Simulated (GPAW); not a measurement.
What a tighter setting buys: ecut, PtSe2 (P-3m1, 3 atoms in the cell)

```
CELL_PARAMETERS angstrom
      3.64222     0.00000     0.00000
     -1.82111     3.15426     0.00000
      0.00000     0.00000     5.70251
ATOMIC_POSITIONS crystal
  Pt 0.00000 0.00000 0.00000
  Se 0.66667 0.33333 0.77461
  Se 0.33333 0.66667 0.22539
```

Method: PBE, GPAW PAW datasets PBE (gpaw-data 1.0.1) (plane waves; GPAW).

Base settings: mode = pw; ecut = 550 eV; xc = PBE; kpts = 7 7 4; mesh shift (steps) = 0.5 0.5 0.5; occupations.name = methfessel-paxton; occupations.width = 0.01 eV; occupations.order = 0; nbands = -4; convergence.density = 1e-05 e/electron.

Misses are taken against the tightest run, 1100 eV, which need not be fully converged itself. The energy is the free energy per atom.

The count of work is k-points × plane waves × bands × iterations; it is no time, and leaves out set-up, grids and terms that scale otherwise. Core times come from one kind of shared machine and are given to one figure; runs under 30 s give none.

The starting cell comes from a database of computed structures (which also holds hypothetical and non-ambient phases and stackings), without a prior relaxation at this level. Its lattice was rescaled by a random factor within 2.5 % of one. In the base run, with a pressure of about 10 GPa the cell is away from its equilibrium volume at this level. In the base run, forces exceed 1 eV/Å.

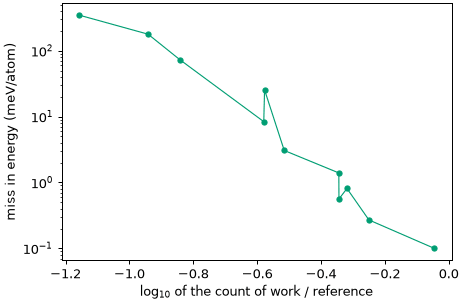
Fig. 1. Miss against the count of work; the reference run is not drawn, and misses under 0.1 meV/atom are drawn there.

```csv
ecut,energy less reference (meV/atom),pressure less reference (GPa),largest difference in the force on any atom (eV/Å),count of work / reference,core time / reference (rough)
220 eV,347.01,-3.02,0.032,0.070,–
275 eV,178.37,-3.49,0.006,0.11,0.1
330 eV,73.10,-2.18,0.012,0.14,0.1
385 eV,25.46,-0.95,0.001,0.27,0.4
440 eV,8.38,-0.34,0.004,0.26,0.3
495 eV,3.06,-0.11,0.006,0.31,0.2
550 eV,1.40,-0.03,0.001,0.45,0.3
630 eV,0.81,0.00,0.003,0.48,0.7
715 eV,0.56,-0.01,0.004,0.45,0.4
825 eV,0.27,-0.01,0.001,0.56,0.5
960 eV,0.06,-0.01,0.001,0.90,1
1100 eV,0.00,0.00,0.000,1.0,1
```

Coarsest setting among those run that, with all tighter ones, holds the energy within 20 meV/atom of the reference: 440 eV, off by 8.4 meV/atom; it needs 0.26 of the reference's count of work and about 0.3 of the reference's time.

Coarsest setting among those run that, with all tighter ones, holds the energy within 5 meV/atom of the reference: 495 eV, off by 3.1 meV/atom; it needs 0.31 of the reference's count of work and about 0.2 of the reference's time.

Smallest miss in the energy for at most 0.2 times the reference's count of work: 330 eV, with a miss of 73 meV/atom at a count of 0.14.

The step from 330 eV to 715 eV: it takes the miss in the energy from 73 to 0.56 meV/atom, for 3.1 times the count of work and roughly 3 times the time.
